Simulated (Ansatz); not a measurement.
Mo$_{3}$Si (A15, Cr3Si type)

```
CELL_PARAMETERS angstrom
      4.88448     0.00000     0.00000
      0.00000     4.88448     0.00000
      0.00000     0.00000     4.88448
ATOMIC_POSITIONS crystal
  Si 0.50000 0.50000 0.50000
  Si 0.00000 0.00000 0.00000
  Mo 0.00000 0.50000 0.25000
  Mo 0.00000 0.50000 0.75000
  Mo 0.25000 0.00000 0.50000
  Mo 0.75000 0.00000 0.50000
  Mo 0.50000 0.25000 0.00000
  Mo 0.50000 0.75000 0.00000
```

E(V) scan at fixed shape, V₀ the volume above. Symmetry pins the atoms to their sites.

Computed with r2SCAN (plane waves to 500 eV, PAW, scalar-relativistic; Ansatz, a quantum-chemistry and plane-wave program). k mesh 10×10×10 (Γ-centred), Fermi-Dirac smearing 0.05 eV. E stands for the smeared free energy. Stress and pressure are positive under compression. Mo3Si is run without spin polarisation. Mo3Si was relaxed with its symmetry unable to fall. ΔE is measured from the relaxed starting cell.

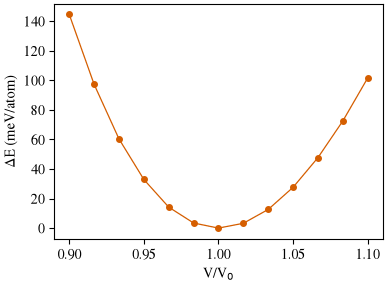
*ΔE (meV/atom) against V/V₀; markers are the computed points, lines only join them.*

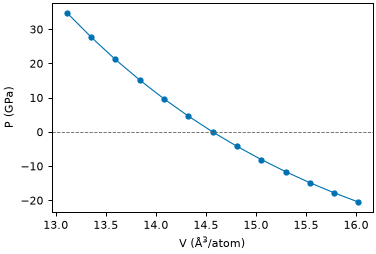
Figure. P (GPa) against V (Å³/atom); markers are the computed points, lines only join them.

The energy cost of the largest compression comes out as 145 meV/atom and the pressure for 5 % compression (fit) comes out as 15.1 GPa. The bulk modulus B₀ (third-order Birch-Murnaghan fit) is 264 GPa, the equilibrium volume of the fit is 14.57 Å³/atom and the pressure derivative B₀′ (fit) is 4.3.

P = (3B₀/2)(x⁷ − x⁵)[1 + ¾(B₀′ − 4)(x² − 1)] with x = (1/0.95)^(1/3), B₀ = 264 GPa and B₀′ = 4.28.

(A scan under strain: stresses follow from slopes of the energy per volume, elastic moduli from its curvatures.)
